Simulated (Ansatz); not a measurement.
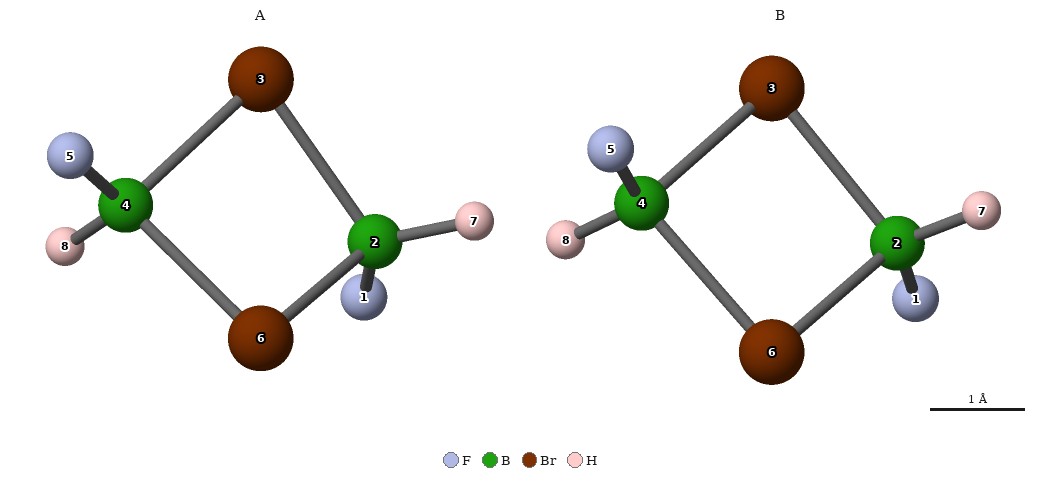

Two geometries of B2H2Br2F2, drawn at one scale. One is the start of a relaxation, the other its converged end. The picture is a ball-and-stick view, seen at a tilt.

The calculation used RKS PBE0-D4/def2-TZVP (Ansatz). Settings: force threshold 0.005 eV/Å; at most 150 steps.

> Which one is relaxed?

Structure B is the relaxed one. The start comes from GFN2-xTB. The atom that moves furthest after the best rigid fit is F1 (0.34 Å). By element the largest moves are F 0.34 Å, Br 0.29 Å, H 0.29 Å, B 0.06 Å. Some distances before and after: B2–Br6 2.124 → 2.149 Å, B2–Br3 2.125 → 2.149 Å, B2–H7 1.170 → 1.188 Å, B4–F5 1.316 → 1.324 Å. Bond angles that change, for instance: Br3–B2–H7 112.0° → 108.2°, F1–B2–H7 119.5° → 122.0°, B2–Br6–B4 82.6° → 84.8°. After 15 geometry steps the energy has fallen by 1.20 kcal/mol. Largest force component: 0.44 eV/Å at the start, 0.0042 eV/Å at the end. The forces were under the threshold at step 7, but the run went on from there. Cost: 60 s on 8 threads of Arm Neoverse V1, with other jobs on the host.
